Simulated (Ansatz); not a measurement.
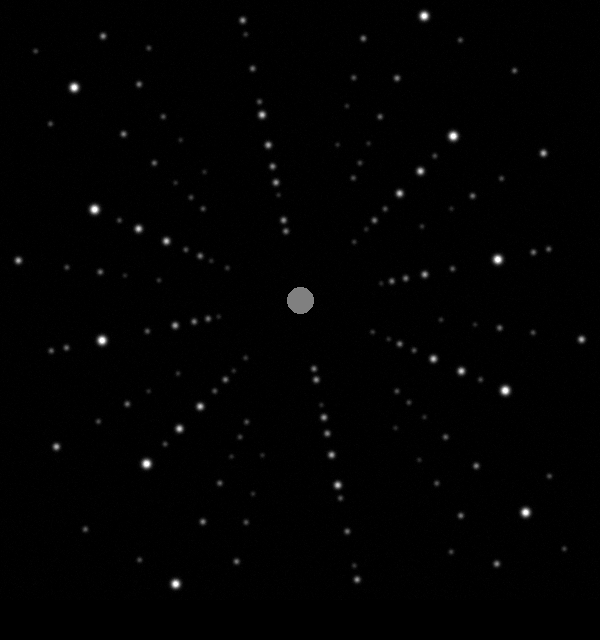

Simulated back-reflection Laue pattern (white X-rays, 0.45 to 2.2 Å, flat plate covering ±45° about the beam, kinematic intensities, seen from the source).

Question: Which symmetry elements lie along the beam?

Answer: 2mm: a twofold axis with two mirror lines.

The crystal is Si2N, space group P6_422 (No. 181), a = 5.42 Å, c = 3.84 Å (hexagonal axes). Structure: coordinates from a relaxation (final pressure about 20 GPa) with Ansatz, DFT, PAW plane waves, pbe; the starting structure was generated, so it need not be a known form of this composition.

The direction [210] points towards the source.
